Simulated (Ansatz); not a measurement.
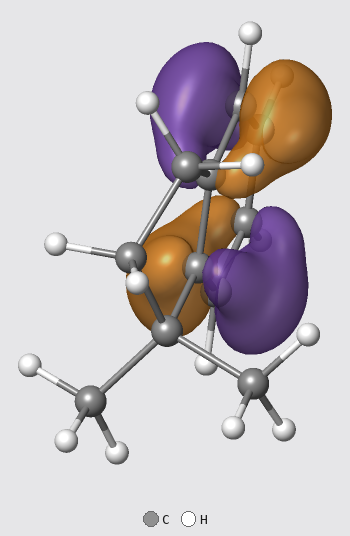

Figure 1: C11H14. The HOMO−1 at ±0.15 Å⁻³ᐟ² (orange and purple are the two phases), seen at an oblique angle.

Geometry: PBE0-D4/def2-TZVP.

Theory: RKS PBE0-D4/def2-TZVPP (Ansatz 0.2.0).

```yaml
atoms:
  - { symbol: C, position_ang: [-1.1454, -0.0241, 2.1055] }
  - { symbol: C, position_ang: [0.0450, 0.0874, 1.1656] }
  - { symbol: C, position_ang: [1.1975, -0.7783, 1.6817] }
  - { symbol: C, position_ang: [0.5037, 1.5497, 0.9801] }
  - { symbol: C, position_ang: [1.0831, 1.6333, -0.4362] }
  - { symbol: C, position_ang: [0.3260, 0.5615, -1.1662] }
  - { symbol: C, position_ang: [0.1901, 0.3598, -2.5291] }
  - { symbol: C, position_ang: [-0.5590, -0.7191, -2.9819] }
  - { symbol: C, position_ang: [-1.1592, -1.5863, -2.0786] }
  - { symbol: C, position_ang: [-1.0177, -1.3854, -0.7111] }
  - { symbol: C, position_ang: [-0.2760, -0.3070, -0.2602] }
  - { symbol: H, position_ang: [-1.9966, 0.5486, 1.7300] }
  - { symbol: H, position_ang: [-0.8881, 0.3566, 3.0981] }
  - { symbol: H, position_ang: [-1.4628, -1.0634, 2.2252] }
  - { symbol: H, position_ang: [0.9113, -1.8328, 1.7014] }
  - { symbol: H, position_ang: [1.4772, -0.4818, 2.6968] }
  - { symbol: H, position_ang: [2.0794, -0.6866, 1.0429] }
  - { symbol: H, position_ang: [-0.3717, 2.2031, 1.0469] }
  - { symbol: H, position_ang: [1.2074, 1.8623, 1.7552] }
  - { symbol: H, position_ang: [0.9653, 2.6223, -0.8849] }
  - { symbol: H, position_ang: [2.1567, 1.4103, -0.4426] }
  - { symbol: H, position_ang: [0.6540, 1.0382, -3.2377] }
  - { symbol: H, position_ang: [-0.6816, -0.8819, -4.0468] }
  - { symbol: H, position_ang: [-1.7459, -2.4218, -2.4435] }
  - { symbol: H, position_ang: [-1.4924, -2.0647, -0.0106] }
```

**What is the character of this orbital?**

By Hirshfeld shares it lies mainly on C7 (about 25 %), C10 (about 25 %), C8 (about 10 %), C9 (about 10 %), C11 (about 10 %) and C6 (about 10 %). Its energy is −7.06 eV.
